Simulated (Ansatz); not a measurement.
The figure comes from a scan of AlNi (CsCl type): one Ni atom of a 2-atom cell moves by s along Cartesian [111], with its periodic images. Computed with PBE (plane waves to 420 eV, PAW, scalar-relativistic; Ansatz, a first-principles code). k mesh 13×13×13 (Γ-centred), Fermi-Dirac smearing 0.05 eV. With partly filled bands, energies and forces of such displacements shift with the k mesh and the smearing. F∥ is the force on the atom along that direction. AlNi is run without spin polarisation. AlNi was relaxed with its symmetry unable to fall. The PAW data are Ansatz's earlier set. 

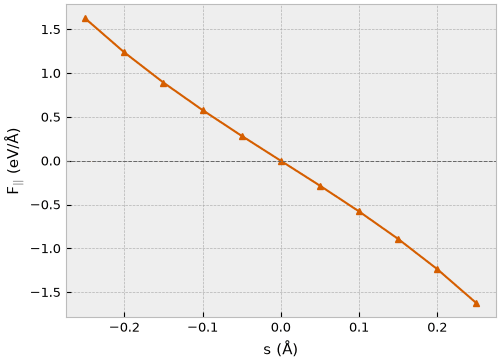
F∥ (eV/Å) against s (Å); one marker a computed point.

Problem. Read the plotted values off the figure, to the accuracy that the plot allows.

Solution. To the nearest 0.05:

```
s (Å)   F∥ (eV/Å)
------  ---------
-0.250       1.60
-0.200       1.25
-0.150       0.90
-0.100       0.60
-0.050       0.30
0.000        0.00
0.050       -0.30
0.100       -0.60
0.150       -0.90
0.200       -1.25
0.250       -1.60
```

(For displaced atoms, the force is minus the slope of the energy, and its curvature is a force constant, which sets phonon frequencies.)
